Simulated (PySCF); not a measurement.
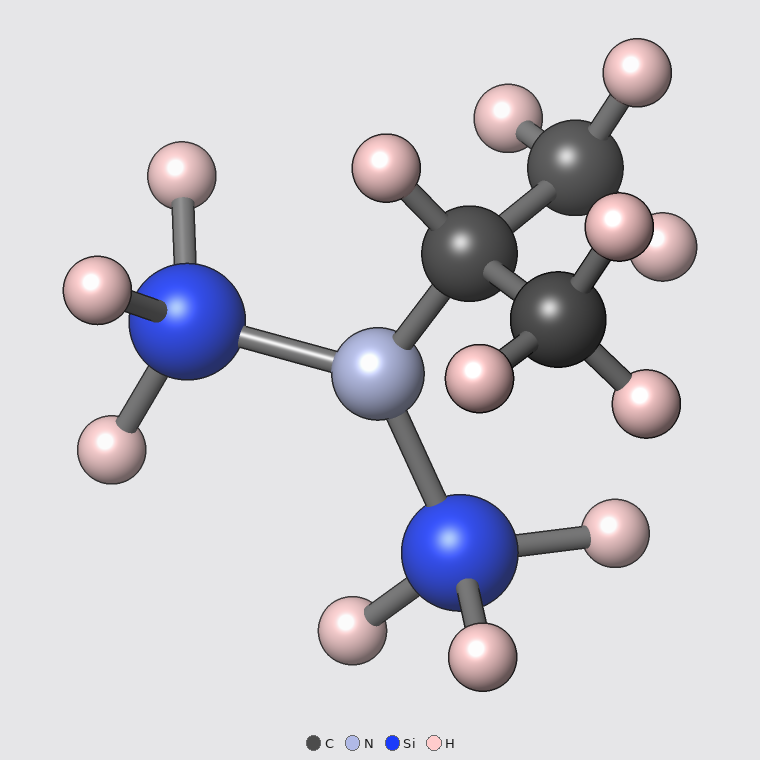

Ball-and-stick drawing of a structure. Every bond is drawn as one stick, whatever its order.

The computed structure is the end point of a PBE0-D3(BJ)/def2-SVP optimisation. No frequency run is at hand to confirm it as a minimum.

Give the formula.

Answer. C₃H₁₃NSi₂, 19 atoms: 3 carbon, 13 hydrogen, 1 nitrogen and 2 silicon.

Describe its rings.

Answer. It has no ring.

What is its SMILES?

Answer. CC(C)N([SiH3])[SiH3]

What is the point group of this geometry?

Answer. C1.

How many bonds of each kind are drawn?

Answer. 7 C–H, 6 Si–H, 2 C–C, 2 N–Si, 1 C–N.

More results for the same structure follow; atom numbers are the same in all pictures, views and colours differ.

### Levels of theory compared

No frequency run is at hand to confirm it as a minimum. Program: PySCF 2.14.0.

Tabulate dipole (D), HOMO–LUMO gap (eV) at these levels: BHandHLYP/aug-pcX-1 (pcseg-1 on H) (def2-SVPD on Si); CAM-B3LYP/def2-SVPD; CAM-B3LYP/def2-SVPD in water (IEF-PCM); PBE0/pcSseg-1 in water (IEF-PCM).

```tsv
level	dipole (D)	HOMO–LUMO gap (eV)
BHandHLYP/aug-pcX-1 (pcseg-1 on H) (def2-SVPD on Si)	1.10	8.72
CAM-B3LYP/def2-SVPD	1.13	9.29
CAM-B3LYP/def2-SVPD in water (IEF-PCM)	1.51	9.31
PBE0/pcSseg-1 in water (IEF-PCM)	1.43	7.34
```

### Excitation

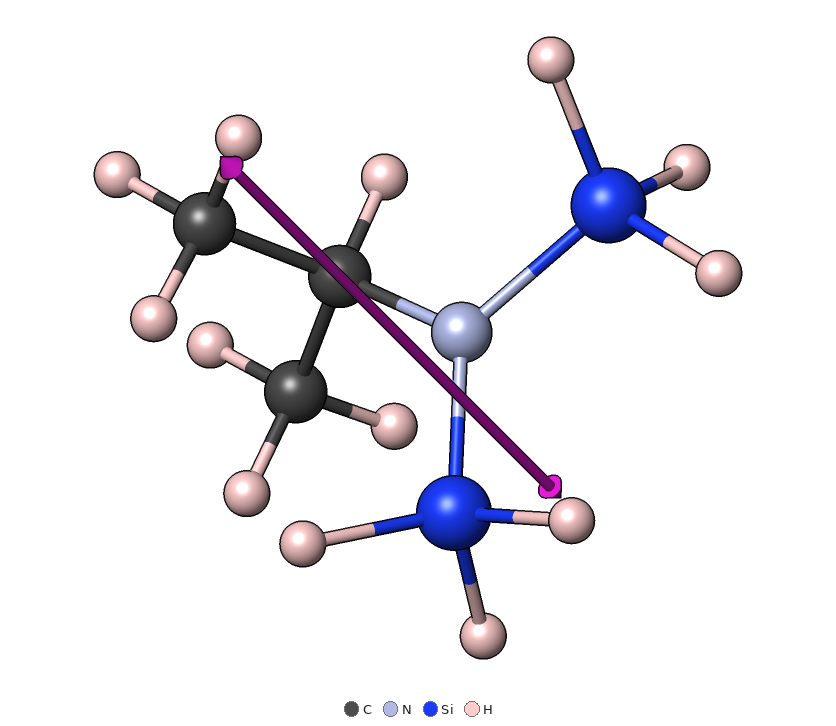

The double arrow shows the direction of the transition dipole to excited singlet state 2 (its length means nothing). No frequency run is at hand to confirm it as a minimum. Level of theory: TDDFT CAM-B3LYP/def2-SVPD, vertical, gas phase, core orbitals frozen in the response (PySCF 2.14.0).

Give its energy, strength and character.

Answer. 6.71 eV (185 nm), oscillator strength 0.025, mainly HOMO → LUMO+1 (weight 0.51); transition dipole 1.00 D.

### Quadrupole coupling

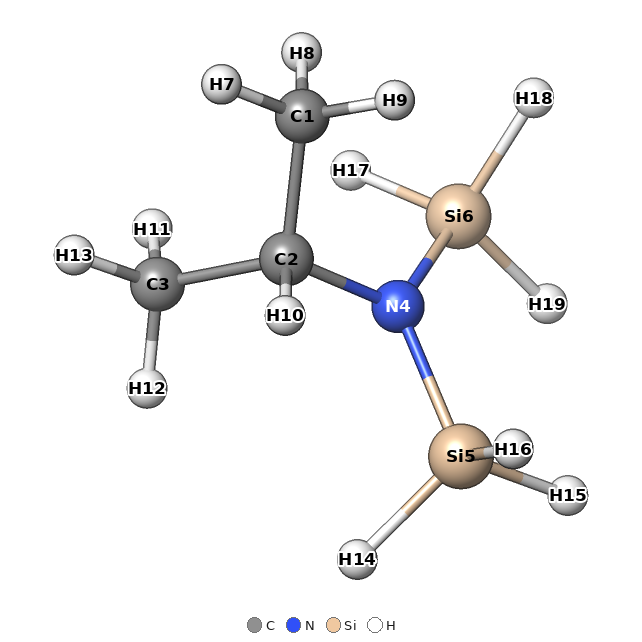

No frequency run is at hand to confirm it as a minimum. Electric field gradients from the ground-state density, PBE0/pcSseg-1 in water (IEF-PCM) (PySCF 2.14.0), non-relativistic apart from any core potentials.

Give the largest field-gradient component, the quadrupole coupling constant and the asymmetry for 14N at N4 (Q = 20.44 mb), 2H at H7 (Q = 2.86 mb), 2H at H8 (Q = 2.86 mb), 2H at H9 (Q = 2.86 mb), 2H at H10 (Q = 2.86 mb).

| atom | V_zz (a.u.) | e²qQ/h (MHz) | η |
| --- | --- | --- | --- |
| N4 | −0.859 | −4.13 | 0.47 |
| H7 | 0.291 | 0.196 | 0.03 |
| H8 | 0.285 | 0.192 | 0.04 |
| H9 | 0.293 | 0.197 | 0.02 |
| H10 | 0.266 | 0.179 | 0.10 |

### Charges

The questions are on Hirshfeld charges. No frequency run is at hand to confirm it as a minimum. Level of theory: PBE0/pcSseg-1 in water (IEF-PCM) (PySCF 2.14.0).

Which atom carries the highest charge (most positive or least negative)?

Answer. Si5 (0.34 e).

And the lowest?

Answer. N4 (−0.26 e).

Give the Hirshfeld charges atom by atom.

```
atom  value (e)
  C1      −0.12
  C2       0.03
  C3      −0.12
  N4      −0.26
 Si5       0.34
 Si6       0.33
  H7       0.05
  H8       0.04
  H9       0.04
 H10       0.04
 H11       0.04
 H12       0.04
 H13       0.05
 H14      −0.09
 H15      −0.08
 H16      −0.09
 H17      −0.08
 H18      −0.09
 H19      −0.08
```
